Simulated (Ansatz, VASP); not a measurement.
# Cross-check of Cu8N (Cu(111)) between VASP and Ansatz

One calculation is typed for both programs; each brings its own data sets and cutoff. How far apart do they land? The structure shown is the end of the VASP relaxation below.

Calculated with Ansatz 0.2.0; plane waves, with VASP 6.6.1 beside it; single point at PBE.

## Step 1: Set-up

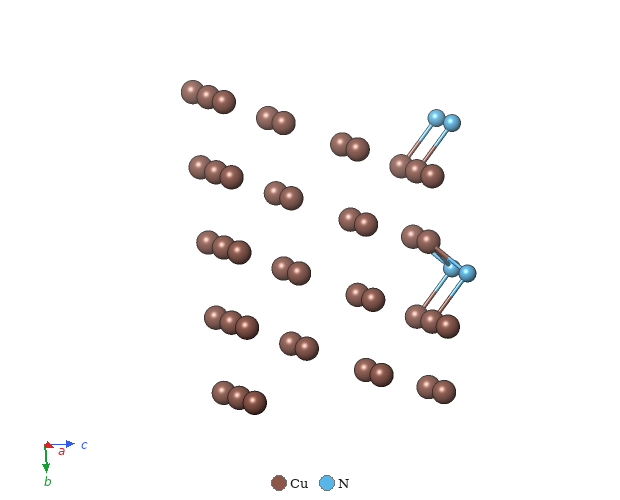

The starting structure, seen from the side, with the c axis across the page (copper brown, nitrogen blue). 1×2×1 cells are drawn. Bonds to atoms that aren't drawn are left out. Some periodic images of atoms are drawn too.

The cell holds 18 atoms: 16 Cu and 2 N. Cell: a = 5.142 Å, b = 5.142 Å, c = 21.298 Å, α = 90.0°, β = 90.0°, γ = 60.0°. It derives from Cu. As first built, before any earlier steps moved the atoms: 2 N over fcc sites of a 2 x 2 cell of Cu(111). Vacuum lies along c.

## Step 2: VASP: relaxation, PBE

This run makes the geometry at which the two programs are then compared.

Lines of VASP's logs that name or quote its potential files are left out, and so is its time.

INCAR reads:

```
SYSTEM = Cu8N
PREC = Normal
ENCUT = 440
EDIFF = 1E-05
NELM = 120
ISMEAR = 1
SIGMA = 0.15
LREAL = Auto
ALGO = Fast
GGA = PE
NBANDS = 115
LASPH = .TRUE.
LORBIT = 11
LWAVE = .FALSE.
LCHARG = .FALSE.
KPAR = 4
NCORE = 2
IBRION = 2
NSW = 45
ISIF = 2
EDIFFG = -0.03
POTIM = 0.4
MAXMIX = 40
IDIPOL = 3
LDIPOL = .TRUE.
DIPOL = 0.5 0.5 0.521
```

POSCAR reads:

```
Cu8N
1.0
    5.1420389737      0.0000000000      0.0000000000
    2.5710194868      4.4531363784      0.0000000000
    0.0000000000      0.0000000000     21.2976858615
Cu N
16 2
Selective dynamics
Direct
    0.0000000000      0.0000000000      0.3521509400  F F F
    0.5000000000      0.0000000000      0.3521509400  F F F
    0.0000000000      0.5000000000      0.3521509400  F F F
    0.5000000000      0.5000000000      0.3521509400  F F F
    0.1666666700      0.1666666700      0.4507169800  F F F
    0.6666666700      0.1666666700      0.4507169800  F F F
    0.1666666700      0.6666666700      0.4507169800  F F F
    0.6666666700      0.6666666700      0.4507169800  F F F
    0.8333333300      0.3333333300      0.5478477000  T T T
    0.3333333300      0.3333333300      0.5478477000  T T T
    0.8333333300      0.8333333300      0.5478477000  T T T
    0.3333333300      0.8333333300      0.5478477000  T T T
    0.0000000000      0.0000000000      0.6448896100  T T T
    0.5000000000      0.0000000000      0.6448896100  T T T
    0.0000000000      0.5000000000      0.6448896100  T T T
    0.5000000000      0.5000000000      0.6448896100  T T T
    0.1666666700      0.1666666700      0.6988860900  T T T
    0.6666666700      0.1666666700      0.6988860900  T T T
```

KPOINTS reads:

```
Automatic mesh
0
Gamma
6 6 1
0 0 0
```

The projector-augmented-wave data sets are Cu and N (PBE family, release 64).

Command:

```
$ mpirun -np 8 vasp_std
```

Numbers of over 12 decimals in the logs are rounded to 6 here.

The program printed:

```text
[banner, memory and clock lines left out]
running    8 mpi-ranks, on    1 nodes
 distrk:  each k-point on    2 cores,    4 groups
 distr:  one band on    2 cores,    1 groups

 POSCAR found type information on POSCAR CuN
 POSCAR found :  2 types and      18 ions
 LDA part: xc-table for (Slater+PW92), standard interpolation
 POSCAR, INCAR and KPOINTS ok, starting setup
 FFT: planning ... GRIDC
 FFT: planning ... GRID_SOFT
 FFT: planning ... GRID
 WAVECAR not read
 entering main loop
       N       E                     dE             d eps       ncg     rms          rms(c)
DAV:   1     0.179285329006E+04    0.17929E+04   -0.72354E+04  2990   0.189E+03
DAV:   2     0.220421398094E+03   -0.15724E+04   -0.15154E+04  2990   0.440E+02
DAV:   3    -0.491369304664E+02   -0.26956E+03   -0.25076E+03  3384   0.221E+02
DAV:   4    -0.882295054478E+02   -0.39093E+02   -0.35858E+02  4755   0.823E+01
DAV:   5    -0.906716291326E+02   -0.24421E+01   -0.23909E+01  4484   0.231E+01    0.382E+01
RMM:   6    -0.104741432358E+03   -0.14070E+02   -0.22888E+02  3000   0.115E+02    0.366E+01
RMM:   7    -0.121131514843E+03   -0.16390E+02   -0.59831E+01  2994   0.587E+01    0.515E+01
RMM:   8    -0.785917934777E+02    0.42540E+02   -0.12130E+01  3018   0.237E+01    0.196E+01
RMM:   9    -0.693669658928E+02    0.92248E+01   -0.72706E+00  3025   0.202E+01    0.766E+00
RMM:  10    -0.686213973391E+02    0.74557E+00   -0.18069E+00  3040   0.100E+01    0.396E+00
RMM:  11    -0.685127186535E+02    0.10868E+00   -0.42009E-01  3272   0.246E+00    0.348E+00
RMM:  12    -0.684595748086E+02    0.53144E-01   -0.32454E-01  3029   0.396E+00    0.304E+00
RMM:  13    -0.683288148299E+02    0.13076E+00   -0.22955E-01  3071   0.303E+00    0.180E+00
RMM:  14    -0.683091124837E+02    0.19702E-01   -0.64932E-02  3400   0.111E+00    0.135E+00
[...]
RMM:  24    -0.682746489844E+02   -0.11349E-03   -0.10822E-04  2907   0.347E-02    0.219E-02
RMM:  25    -0.682747290191E+02   -0.80035E-04   -0.34133E-05  2100   0.277E-02    0.115E-02
RMM:  26    -0.682747704983E+02   -0.41479E-04   -0.17854E-05  1845   0.187E-02    0.709E-03
RMM:  27    -0.682748019714E+02   -0.31473E-04   -0.68342E-06  1766   0.146E-02    0.701E-03
RMM:  28    -0.682748521791E+02   -0.50208E-04   -0.58420E-06  1773   0.111E-02    0.726E-03
RMM:  29    -0.682748740780E+02   -0.21899E-04   -0.33308E-06  1748   0.106E-02    0.564E-03
RMM:  30    -0.682748953081E+02   -0.21230E-04   -0.19964E-06  1739   0.797E-03    0.474E-03
RMM:  31    -0.682749039580E+02   -0.86499E-05   -0.12536E-06  1717   0.594E-03
   1 F= -.68274904E+02 E0= -.68268173E+02  d E =-.682749E+02
[... from here on, the cycles between the ionic steps are left out ...]
   2 F= -.68378780E+02 E0= -.68372313E+02  d E =-.103876E+00
   5 F= -.68470636E+02 E0= -.68464406E+02  d E =-.910883E-02
   6 F= -.68471023E+02 E0= -.68464827E+02  d E =-.949614E-02
   7 F= -.68478380E+02 E0= -.68472195E+02  d E =-.735612E-02
   8 F= -.68480353E+02 E0= -.68474207E+02  d E =-.932913E-02
   9 F= -.68482607E+02 E0= -.68476443E+02  d E =-.225407E-02
  10 F= -.68482751E+02 E0= -.68476591E+02  d E =-.239851E-02
  11 F= -.68484902E+02 E0= -.68478705E+02  d E =-.215072E-02
  12 F= -.68485939E+02 E0= -.68479662E+02  d E =-.318785E-02
  13 F= -.68486369E+02 E0= -.68480045E+02  d E =-.429787E-03
 trial-energy change:   -0.000430  1 .order   -0.000359   -0.000708   -0.000011
 step:   2.2320(harm=  2.2457)  dis= 0.00629  next Energy=   -68.486369 (dE=-0.430E-03)
 bond charge predicted
       N       E                     dE             d eps       ncg     rms          rms(c)
DAV:   1    -0.684863713883E+02   -0.70681E-05   -0.10160E-04  3332   0.354E-02    0.142E-02
RMM:   2    -0.684863700969E+02    0.12914E-05   -0.30427E-06  1638   0.103E-02
  14 F= -.68486370E+02 E0= -.68480041E+02  d E =-.431210E-03
 curvature:  -2.47 expect dE=-0.399E-03 dE for cont linesearch -0.762E-05
 trial: gam= 0.49802 g(F)=  0.162E-03 g(S)=  0.000E+00 ort = 0.504E-04 (trialstep = 0.221E+01)
 search vector abs. value=  0.416E-03
 reached required accuracy - stopping structural energy minimisation
```

From OUTCAR (step 2):

```text
ion  position               nearest neighbor table
   1  0.000  0.000  0.352-   7 2.57   6 2.57   5 2.57   3 2.57   3 2.57   4 2.57   4 2.57   2 2.57
                             2 2.57
   2  0.500  0.000  0.352-   8 2.57   5 2.57   6 2.57   4 2.57   4 2.57   3 2.57   3 2.57   1 2.57
                             1 2.57
   3  0.000  0.500  0.352-   5 2.57   8 2.57   7 2.57   1 2.57   1 2.57   2 2.57   2 2.57   4 2.57
                             4 2.57
   4  0.500  0.500  0.352-   6 2.57   7 2.57   8 2.57   2 2.57   2 2.57   1 2.57   1 2.57   3 2.57
                             3 2.57
   5  0.167  0.167  0.451-  10 2.55  12 2.55   9 2.55   3 2.57   2 2.57   1 2.57   7 2.57   7 2.57
                             8 2.57   8 2.57   6 2.57   6 2.57
   6  0.667  0.167  0.451-   9 2.55  11 2.55  10 2.55   4 2.57   1 2.57   2 2.57   8 2.57   8 2.57
                             7 2.57   7 2.57   5 2.57   5 2.57
   7  0.167  0.667  0.451-  12 2.55  10 2.55  11 2.55   1 2.57   4 2.57   3 2.57   5 2.57   5 2.57
                             6 2.57   6 2.57   8 2.57   8 2.57
   8  0.667  0.667  0.451-  11 2.55   9 2.55  12 2.55   2 2.57   3 2.57   4 2.57   6 2.57   6 2.57
                             5 2.57   5 2.57   7 2.57   7 2.57
   9  0.833  0.333  0.548-  13 2.54  16 2.54  15 2.54   6 2.55   8 2.55   5 2.55  11 2.57  11 2.57
                            12 2.57  12 2.57  10 2.57  10 2.57
  10  0.333  0.333  0.548-  14 2.54  15 2.54  16 2.54   5 2.55   7 2.55   6 2.55  12 2.57  12 2.57
                            11 2.57  11 2.57   9 2.57   9 2.57
  11  0.833  0.833  0.548-  15 2.54  14 2.54  13 2.54   8 2.55   6 2.55   7 2.55   9 2.57   9 2.57
                            10 2.57  10 2.57  12 2.57  12 2.57
  12  0.333  0.833  0.548-  16 2.54  13 2.54  14 2.54   7 2.55   5 2.55   8 2.55  10 2.57  10 2.57
                             9 2.57   9 2.57  11 2.57  11 2.57
  13  0.000  0.000  0.645-  18 1.88  17 1.88   9 2.54  12 2.54  11 2.54  15 2.57  15 2.57  16 2.57
                            16 2.57  14 2.57  14 2.57
  14  0.500  0.000  0.645-  17 1.88  18 1.88  10 2.54  11 2.54  12 2.54  16 2.57  16 2.57  15 2.57
                            15 2.57  13 2.57  13 2.57
  15  0.000  0.500  0.645-  17 1.88  11 2.54  10 2.54   9 2.54  13 2.57  13 2.57  14 2.57  14 2.57
                            16 2.57  16 2.57
  16  0.500  0.500  0.645-  18 1.88  12 2.54   9 2.54  10 2.54  14 2.57  14 2.57  13 2.57  13 2.57
                            15 2.57  15 2.57
  17  0.167  0.167  0.699-  15 1.88  14 1.88  13 1.88
  18  0.667  0.167  0.699-  16 1.88  13 1.88  14 1.88

  LATTYP: Found a hexagonal cell.
 ALAT       =     5.1420389736
 C/A-ratio  =     4.1418756199

 Subroutine GETGRP returns: Found  2 space group operations
 (whereof  2 operations were pure point group operations)

The static configuration has the point symmetry C_1h.

 Found     13 irreducible k-points:

   k-points           NKPTS =     13   k-points in BZ     NKDIM =     13   number of bands    NBANDS=    115

   dimension x,y,z NGX =    28 NGY =   28 NGZ =  112
   dimension x,y,z NGXF=    56 NGYF=   56 NGZF=  224

   ENCUT  =  440.0 eV  32.34 Ry    5.69 a.u.   8.79  8.79 36.43*2*pi/ulx,y,z

   NELECT =     186.0000    total number of electrons

 k-points in reciprocal lattice and weights: Automatic mesh
   0.00000000  0.00000000  0.00000000       0.028
   0.16666667  0.00000000  0.00000000       0.111
   0.00000000  0.16666667  0.00000000       0.056
   0.33333333  0.00000000  0.00000000       0.111
   0.00000000  0.33333333  0.00000000       0.056
   0.50000000  0.00000000  0.00000000       0.056
   0.00000000  0.50000000  0.00000000       0.028
   0.33333333  0.16666667  0.00000000       0.056
   0.16666667  0.33333333  0.00000000       0.111
   0.50000000  0.16666667  0.00000000       0.111
   0.33333333  0.50000000  0.00000000       0.111
  -0.16666667  0.33333333  0.00000000       0.111
  -0.33333333  0.33333333  0.00000000       0.056

 dipolmoment           0.000000      0.000000      0.217399 electrons x Angstroem

 average (electrostatic) potential at core
       1 -71.1729       2 -71.1729       3 -71.1851       4 -71.1851       5 -71.4655
       6 -71.4655       7 -71.4066       8 -71.4066       9 -71.3865      10 -71.3865
      11 -71.4649      12 -71.4649      13 -72.3473      14 -72.3473      15 -71.7968
      16 -71.7968      17 -69.2203      18 -69.2203

 E-fermi :  -0.2392

 k-point     1 :       0.0000    0.0000    0.0000
  band No.  band energies     occupation
    ...
     88      -1.4197      2.00000
     89      -0.9557      2.00000
     90      -0.8430      2.00000
     91      -0.3638      1.99504
     92      -0.2392      1.00080
     93      -0.1209      0.02600
     94      -0.0302     -0.06406
     95       0.5965     -0.00000
     96       0.6951     -0.00000
     97       0.7507     -0.00000
    ...

 k-point     2 :       0.1667    0.0000    0.0000
  band No.  band energies     occupation
    ...
     89      -1.1718      2.00000
     90      -0.8207      2.00000
     91      -0.6762      2.00030
     92      -0.4825      2.04408
     93      -0.2746      1.38747
     94      -0.1570      0.20939
     95      -0.0780     -0.06247
     96       0.6298     -0.00000
     97       0.6824     -0.00000
     98       1.2436     -0.00000
    ...

 k-point     3 :       0.0000    0.1667    0.0000
  band No.  band energies     occupation
    ...
     89      -1.2370      2.00000
     90      -0.9147      2.00000
     91      -0.4711      2.05110
     92      -0.3541      1.96184
     93      -0.2768      1.40996
     94      -0.0497     -0.07048
     95       0.0155     -0.03726
     96       0.4263     -0.00000
     97       0.7378     -0.00000
     98       1.4029     -0.00000
    ...

  Total        2.1772234      2.0579875     -1.2846479     -0.0000000      0.1186489     -0.0000000
  in kB        7.1528612      6.7611338     -4.2204710     -0.0000000      0.3897990     -0.0000000
  external PRESSURE =       3.2311747 kB  Pullay stress =       0.0000000 kB

  energy-cutoff  :      440.00
  volume of cell :      487.68
      direct lattice vectors                 reciprocal lattice vectors
     5.142038974  0.000000000  0.000000000     0.194475383 -0.112280415  0.000000000
     2.571019487  4.453136378  0.000000000     0.000000000  0.224560830  0.000000000
     0.000000000  0.000000000 21.297685861     0.000000000  0.000000000  0.046953458

 POSITION                                       TOTAL-FORCE (eV/Angst)
 -----------------------------------------------------------------------------------
      0.00000      0.00000      7.50000         0.000000     -0.023099      0.048931
      2.57102      0.00000      7.50000         0.000000     -0.023099      0.048931
      1.28551      2.22657      7.50000        -0.000000      0.007151      0.047071
      3.85653      2.22657      7.50000        -0.000000      0.007151      0.047071
      1.28551      0.74219      9.59923         0.000000     -0.015106     -0.072003
      3.85653      0.74219      9.59923         0.000000     -0.015106     -0.072003
      2.57102      2.96876      9.59923        -0.000000      0.025322     -0.083399
      5.14204      2.96876      9.59923        -0.000000      0.025322     -0.083399
      5.14204      1.49717     11.66386         0.000000     -0.000756      0.009305
      2.57102      1.49717     11.66386         0.000000     -0.000756      0.009305
      6.42755      3.72219     11.68351        -0.000000      0.008195      0.027237
      3.85653      3.72219     11.68351        -0.000000      0.008195      0.027237
      2.57102      4.34659     13.86800        -0.000000      0.002593      0.006010
      5.14204      4.34659     13.86800        -0.000000      0.002593      0.006010
      6.42755      2.26374     13.74488         0.000000     -0.019957      0.022020
      3.85653      2.26374     13.74488         0.000000     -0.019957      0.022020
      1.28551      0.79987     14.83744        -0.000000      0.015657     -0.005171
      3.85653      0.79987     14.83744        -0.000000      0.015657     -0.005171
 -----------------------------------------------------------------------------------
    total drift:                               -0.000141      0.003144     -0.054089

  FREE ENERGIE OF THE ION-ELECTRON SYSTEM (eV)
  ---------------------------------------------------
  free  energy   TOTEN  =       -68.4863700969 eV

  energy  without entropy=      -68.4673821818  energy(sigma->0) =      -68.48004079

 reached required accuracy - stopping structural energy minimisation

 vacuum level on the upper side and lower side of the slab         6.060         4.341

 total charge
# of ion       s       p       d       tot
------------------------------------------
    1        0.446   0.281   9.187   9.914
    2        0.446   0.281   9.187   9.914
    3        0.447   0.282   9.184   9.913
    4        0.447   0.282   9.184   9.913
    5        0.437   0.373   9.174   9.984
    6        0.437   0.373   9.174   9.984
    7        0.444   0.363   9.182   9.989
    8        0.444   0.363   9.182   9.989
    9        0.439   0.357   9.192   9.988
   10        0.439   0.357   9.192   9.988
   11        0.440   0.379   9.172   9.991
   12        0.440   0.379   9.172   9.991
   13        0.502   0.556   9.096  10.154
   14        0.502   0.556   9.096  10.154
   15        0.490   0.435   9.147  10.072
   16        0.490   0.435   9.147  10.072
   17        1.328   2.214   0.000   3.542
   18        1.328   2.214   0.000   3.542
--------------------------------------------------
tot          9.949  10.480 146.667 167.096

[... 3 further parts left out ...]
```

(Continued in part 2 of 2.)

[Lines on the potential files, build, host, timing and source positions are cut from VASP's logs without a mark.]

[Logs are printed without paths, hosts, clocks, repeated set-up lines and the standing remarks that a program may print on its own settings, such as how far it seeks lower states.]

[Hosts, paths, dates, database ids (printed as entryN), source tags and the programs' standing remarks are cut or masked in the printed files.]
